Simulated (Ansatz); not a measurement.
Take SrCl₂ in the fluorite structure (space group Fm-3m, No. 225; a = 6.908 Å) as the base. Axes: x, y, z lie along the cube axes.

Perturbation: compressive biaxial strain of 1.00 % in the plane normal to [001], as in epitaxy on a mismatched substrate; the out-of-plane cell vector and the atoms relax.

Level of theory: PBEsol (Ansatz, a program for electronic structure), no spin-orbit coupling.

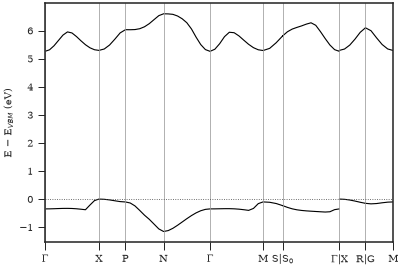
*Highest valence and lowest conduction band along the path of the changed cell's own zone*

Question: From the figure, how large is the changed gap, and is it direct?

Answer: About 5.3 eV, indirect, X → Γ.

Gaps are Kohn–Sham eigenvalue differences; semilocal functionals usually give less than the measured gap. Stability against distortions was not tested. Labels are those of the standard path for the cell's own space group.
